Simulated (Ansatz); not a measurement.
# Geometry relaxation of SnH4O2

SnH4O2, computed with RKS PBE0-D4/def2-TZVP (Ansatz 0.2.0).

Figures and captions count atoms from 1; the log counts them from 0 in places.

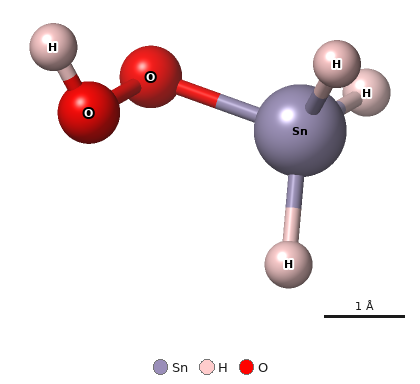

Figure 1. The starting structure (ball-and-stick view, seen at a tilt). Sticks mark near contacts.

**Input**
```yaml
crystal:
  periodic: [false, false, false]
  atoms:
    - {symbol: Sn, position_ang: [-0.840408, 0.272661, -1.018783]}
    - {symbol: H, position_ang: [-0.622728, -1.029315, -2.086033]}
    - {symbol: H, position_ang: [-2.460038, 0.571315, -0.599061]}
    - {symbol: H, position_ang: [0.036426, 1.671688, -1.402909]}
    - {symbol: O, position_ang: [-0.008185, -0.454911, 0.678754]}
    - {symbol: O, position_ang: [-0.092113, 0.640484, 1.607415]}
    - {symbol: H, position_ang: [-0.487423, 0.200000, 2.369716]}
basis:
  gaussian: {orbitals: def2-TZVP}
hamiltonian: {xc: pbe0, dispersion: d4}
relax: {f_tol: 0.005, max_steps: 200}
```

Run on 4 threads of Arm Neoverse V2, 23 GiB of memory available, shared host.

Run as:
```bash
ansatz run in.yaml --threads 4 --pin off --events-out ev --progress --plain --max-ram 9574MiB
```

**Log**
```
Functional definition: PBE0
  name "PBE0"
  cite "Adamo & Barone, J. Chem. Phys. 110, 6158 (1999) doi:10.1063/1.478522"
  cite "Perdew, Burke & Ernzerhof, Phys. Rev. Lett. 77, 3865 (1996) doi:10.1103/PhysRevLett.77.3865"
  parent pbe
  parameter a = 0.25
  parameter kappa = 0.804
  parameter beta = 0.06672455060314922
  exchange = (1 - a)*pbe_x(kappa = kappa, mu = beta*pi^2/3) + a*exact_x
  correlation = pbe_c(beta = beta)
939 factors; their error is unknown
mean field evaluation 1: about -9981.9089 eV, gradient 4.3e1 eV
mean field evaluation 2: about -9976.1822 eV, gradient 6.9e1 eV
mean field evaluation 4: about -9984.9862 eV, gradient 6.1e0 eV
mean field evaluation 8: about -9985.0447 eV, gradient 4.1e-2 eV
mean field evaluation 16: about -9985.1266 eV, gradient 4.2e-5 eV
mean field -9985.12661579 eV, -366.9466349684 hartree, gradient 4.2e-5 eV, S^2 0.000000; 0 other end points of the search recorded, 0 dependent functions left out
the calculation of the forces begins
reference -9985.12664913 eV, -366.9466361937 hartree; 21, 21 occupied and 115, 115 virtual orbitals, 939 factors
relax step   1: F+E_penalty+E_count = -9985.21366637 eV  Δ(F+E_penalty+E_count) = +0.000e0 eV  max|allowed force component| = 6.034e-1 eV/Å  Δτ_max = 0.0000 Å  (27 SCF iters, accepted)
these checks for a lower state are left out or cut short: starts, cluster_reference, orbital_swaps, neighbouring_geometries, increment
939 factors; their error is unknown
mean field -9985.13625727 eV, -366.9469892864 hartree, gradient 1.0e-5 eV, S^2 0.000000; 0 other end points of the search recorded, 0 dependent functions left out
the calculation of the forces begins
reference -9985.13629070 eV, -366.9469905146 hartree; 21, 21 occupied and 115, 115 virtual orbitals, 939 factors
relax step   2: F+E_penalty+E_count = -9985.22342044 eV  Δ(F+E_penalty+E_count) = -9.754e-3 eV  max|allowed force component| = 1.540e-1 eV/Å  Δτ_max = 0.0481 Å  (31 SCF iters, accepted)
these checks for a lower state are left out or cut short: starts, cluster_reference, orbital_swaps, neighbouring_geometries, increment
939 factors; their error is unknown
mean field -9985.13877037 eV, -366.9470816410 hartree, gradient 9.7e-6 eV, S^2 0.000000; 0 other end points of the search recorded, 0 dependent functions left out
the calculation of the forces begins
reference -9985.13880372 eV, -366.9470828666 hartree; 21, 21 occupied and 115, 115 virtual orbitals, 939 factors
relax step   3: F+E_penalty+E_count = -9985.22606621 eV  Δ(F+E_penalty+E_count) = -2.646e-3 eV  max|allowed force component| = 4.927e-2 eV/Å  Δτ_max = 0.0274 Å  (33 SCF iters, accepted)
these checks for a lower state are left out or cut short: starts, cluster_reference, orbital_swaps, neighbouring_geometries, increment
939 factors; their error is unknown
mean field evaluation 32: about -9985.0576 eV, gradient 4.3e-1 eV
mean field -9985.13888075 eV, -366.9470856972 hartree, gradient 9.7e-6 eV, S^2 0.000000; 0 other end points of the search recorded, 0 dependent functions left out
the calculation of the forces begins
reference -9985.13891410 eV, -366.9470869228 hartree; 21, 21 occupied and 115, 115 virtual orbitals, 939 factors
relax step   4: F+E_penalty+E_count = -9985.22618199 eV  Δ(F+E_penalty+E_count) = -1.158e-4 eV  max|allowed force component| = 2.084e-2 eV/Å  Δτ_max = 0.0044 Å  (34 SCF iters, accepted)
these checks for a lower state are left out or cut short: starts, cluster_reference, orbital_swaps, neighbouring_geometries, increment
939 factors; their error is unknown
mean field -9985.13892902 eV, -366.9470874712 hartree, gradient 9.7e-6 eV, S^2 0.000000; 0 other end points of the search recorded, 0 dependent functions left out
the calculation of the forces begins
reference -9985.13896237 eV, -366.9470886968 hartree; 21, 21 occupied and 115, 115 virtual orbitals, 939 factors
relax step   5: F+E_penalty+E_count = -9985.22625600 eV  Δ(F+E_penalty+E_count) = -7.401e-5 eV  max|allowed force component| = 7.711e-3 eV/Å  Δτ_max = 0.0091 Å  (33 SCF iters, accepted)
these checks for a lower state are left out or cut short: starts, cluster_reference, orbital_swaps, neighbouring_geometries, increment
939 factors; their error is unknown
mean field -9985.13887356 eV, -366.9470854331 hartree, gradient 9.8e-6 eV, S^2 0.000000; 0 other end points of the search recorded, 0 dependent functions left out
the calculation of the forces begins
reference -9985.13890692 eV, -366.9470866589 hartree; 21, 21 occupied and 115, 115 virtual orbitals, 939 factors
relax step   6: F+E_penalty+E_count = -9985.22621209 eV  Δ(F+E_penalty+E_count) = +4.391e-5 eV  max|allowed force component| = 3.593e-2 eV/Å  Δτ_max = 0.0113 Å  (33 SCF iters, rejected (line search))
these checks for a lower state are left out or cut short: starts, cluster_reference, orbital_swaps, neighbouring_geometries, increment
939 factors; their error is unknown
mean field -9985.13893287 eV, -366.9470876126 hartree, gradient 9.7e-6 eV, S^2 0.000000; 0 other end points of the search recorded, 0 dependent functions left out
the calculation of the forces begins
reference -9985.13896622 eV, -366.9470888382 hartree; 21, 21 occupied and 115, 115 virtual orbitals, 939 factors
relax step   7: F+E_penalty+E_count = -9985.22627930 eV  Δ(F+E_penalty+E_count) = -2.330e-5 eV  max|allowed force component| = 3.092e-3 eV/Å  Δτ_max = 0.0056 Å  (34 SCF iters, accepted)
939 factors; their error is unknown
mean field evaluation 64: about -9985.1389 eV, gradient 4.6e-3 eV
```

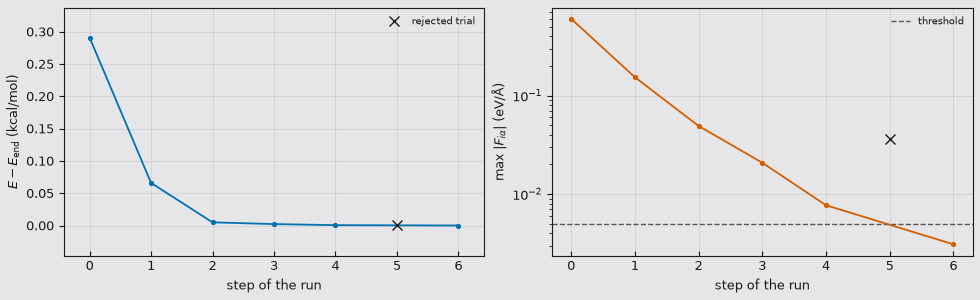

Figure 2. Progress of the relaxation, step by step (the first geometry is step 0 here and step 1 in the log).

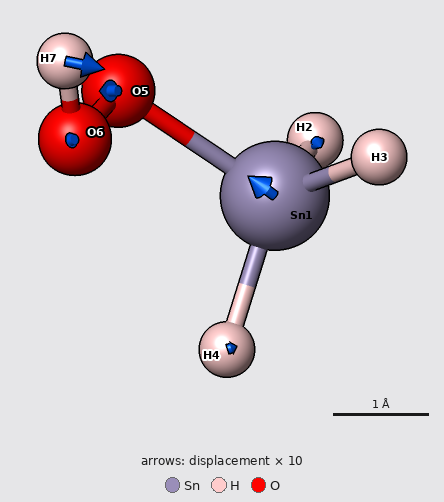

Figure 3. The starting structure with the displacements as blue arrows, magnified 10 times (ball-and-stick view, seen at a tilt). The two geometries are laid on each other by the best rigid fit. The largest move after the best rigid fit is that of H7, 0.044 Å. Largest moves by element: H 0.044 Å, Sn 0.039 Å, O 0.029 Å. Among the contacts that change: Sn1–O5 2.026 → 2.000 Å, Sn1–H2 1.698 → 1.703 Å, O5–O6 1.439 → 1.444 Å. Among the angles that change: H3–Sn1–O5 104.3° → 106.6°. Over 6 geometry steps the energy falls by 0.29 kcal/mol. Largest force component: 0.6 eV/Å at the start, 0.0031 eV/Å at the end. The line search rejected the trial step at point 5 (counted from 0) and went back. (Atoms are counted from 1 in the order of the input.)

```
mean field -9985.13893287 eV, -366.9470876126 hartree, gradient 9.7e-6 eV, S^2 0.000000; 1 other end points of the search recorded, 0 dependent functions left out
the calculation of the forces begins
reference -9985.13896622 eV, -366.9470888382 hartree; 21, 21 occupied and 115, 115 virtual orbitals, 939 factors
Total energy: -9985.22631265 eV, -366.9502987605 hartree
Atom 0 at    -0.829869     0.262304    -0.982179 Å, force     0.000437    -0.001377     0.001297 eV/Å
Atom 1 at    -0.629868    -1.018033    -2.087523 Å, force    -0.000284    -0.000436    -0.000623 eV/Å
Atom 2 at    -2.459382     0.577275    -0.597619 Å, force     0.000313     0.000183     0.000657 eV/Å
Atom 3 at     0.025882     1.668608    -1.407581 Å, force     0.000316     0.000347    -0.000126 eV/Å
Atom 4 at     0.018852    -0.465442     0.676153 Å, force    -0.000572     0.001748    -0.000347 eV/Å
Atom 5 at    -0.077622     0.637387     1.603434 Å, force    -0.000648    -0.000438     0.002232 eV/Å
Atom 6 at    -0.522462     0.209824     2.344414 Å, force     0.000438    -0.000027    -0.003092 eV/Å
Dipole moment:    -0.349999     0.024867    -0.145911 e Å
```

**Trajectory as extended XYZ (Å, eV, eV/Å), 7 frames, from step=1 to step=7**
```
7
Properties=species:S:1:pos:R:3:forces:R:3 step=1 energy=-9985.21367
Sn   -0.8404    0.2727   -1.0188    0.1894  -0.1899   0.6034
H    -0.6227   -1.0293   -2.0860   -0.0023  -0.0107  -0.0721
H    -2.4600    0.5713   -0.5991   -0.0563   0.0407  -0.0715
H     0.0364    1.6717   -1.4029    0.0004   0.0463  -0.0671
O    -0.0082   -0.4549    0.6788   -0.1028   0.0025  -0.4248
O    -0.0921    0.6405    1.6074   -0.0362   0.0859   0.0918
H    -0.4874    0.2000    2.3697    0.0077   0.0252  -0.0598
7
Properties=species:S:1:pos:R:3:forces:R:3 step=2 energy=-9985.22342
Sn   -0.8338    0.2597   -0.9729    0.0081   0.0049  -0.0562
H    -0.6244   -1.0126   -2.0874   -0.0001  -0.0167   0.0270
H    -2.4741    0.5884   -0.6358    0.0451  -0.0315   0.0529
H     0.0141    1.6671   -1.4175    0.0131  -0.0141   0.0443
O     0.0162   -0.4692    0.6888   -0.0579  -0.0194  -0.1540
O    -0.0729    0.6339    1.6113   -0.0202   0.0516   0.1081
H    -0.4996    0.2046    2.3626    0.0118   0.0252  -0.0220
7
Properties=species:S:1:pos:R:3:forces:R:3 step=3 energy=-9985.22607
Sn   -0.8336    0.2630   -0.9842   -0.0041   0.0141  -0.0243
H    -0.6251   -1.0205   -2.0847   -0.0032   0.0075   0.0017
H    -2.4658    0.5789   -0.6115    0.0010  -0.0001   0.0016
H     0.0254    1.6697   -1.4044   -0.0055  -0.0065  -0.0022
O     0.0078   -0.4634    0.6760    0.0199  -0.0493   0.0041
O    -0.0771    0.6371    1.6045   -0.0078   0.0310   0.0287
H    -0.5060    0.2070    2.3534   -0.0003   0.0032  -0.0095
7
Properties=species:S:1:pos:R:3:forces:R:3 step=4 energy=-9985.22618
Sn   -0.8325    0.2629   -0.9838   -0.0023   0.0028   0.0014
H    -0.6262   -1.0190   -2.0855   -0.0012  -0.0015  -0.0040
H    -2.4642    0.5784   -0.6087    0.0007   0.0000   0.0024
H     0.0248    1.6693   -1.4056    0.0012   0.0014  -0.0015
O     0.0103   -0.4650    0.6768    0.0074  -0.0208  -0.0069
O    -0.0768    0.6371    1.6045   -0.0031   0.0179   0.0121
H    -0.5099    0.2082    2.3515   -0.0027   0.0002  -0.0034
7
Properties=species:S:1:pos:R:3:forces:R:3 step=5 energy=-9985.22626
Sn   -0.8309    0.2624   -0.9827    0.0003  -0.0033   0.0077
H    -0.6284   -1.0180   -2.0872   -0.0003  -0.0014  -0.0021
H    -2.4615    0.5774   -0.6024    0.0012  -0.0001   0.0017
H     0.0252    1.6689   -1.4060    0.0020   0.0014  -0.0004
O     0.0150   -0.4664    0.6768   -0.0010   0.0074  -0.0026
O    -0.0765    0.6375    1.6036    0.0005  -0.0034  -0.0055
H    -0.5174    0.2102    2.3470   -0.0027  -0.0006   0.0013
7
Properties=species:S:1:pos:R:3:forces:R:3 step=6 energy=-9985.22621 accepted=F
Sn   -0.8294    0.2624   -0.9828    0.0007   0.0051   0.0015
H    -0.6323   -1.0194   -2.0870    0.0016   0.0000   0.0003
H    -2.4582    0.5788   -0.5963    0.0026  -0.0018   0.0022
H     0.0267    1.6678   -1.4104   -0.0015   0.0014  -0.0036
O     0.0249   -0.4614    0.6743   -0.0111  -0.0036   0.0216
O    -0.0818    0.6375    1.6051   -0.0052   0.0030   0.0140
H    -0.5243    0.2063    2.3462    0.0130  -0.0041  -0.0359
7
Properties=species:S:1:pos:R:3:forces:R:3 step=7 energy=-9985.22628
Sn   -0.8299    0.2623   -0.9822    0.0004  -0.0014   0.0013
H    -0.6299   -1.0180   -2.0875   -0.0003  -0.0004  -0.0006
H    -2.4594    0.5773   -0.5976    0.0003   0.0002   0.0007
H     0.0259    1.6686   -1.4076    0.0003   0.0003  -0.0001
O     0.0189   -0.4654    0.6762   -0.0006   0.0017  -0.0003
O    -0.0776    0.6374    1.6034   -0.0006  -0.0004   0.0022
H    -0.5225    0.2098    2.3444    0.0004   0.0000  -0.0031
```

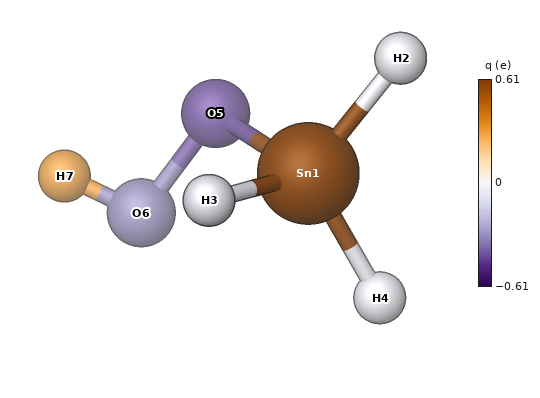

Figure 4. Mulliken charges, as the colour of each atom (ball-and-stick view, seen at a tilt; atoms are numbered from 1 in the order of the input). By element: Sn +0.58, H −0.05 to +0.33 and O −0.43 to −0.34 e.

**Results in brief**

- outcome: converged
- total energy: −9985.2263 eV
- mean-field energy: −9985.1390 eV
- dispersion energy: −0.0873 eV
- SCF solution under orbital rotations: stable
- largest force (length of the vector) at the end: 0.003 eV/Å
- dipole moment: 1.83 D
- wall time: 10 s (CPU time 36 s)
- peak memory: 0.46 GiB
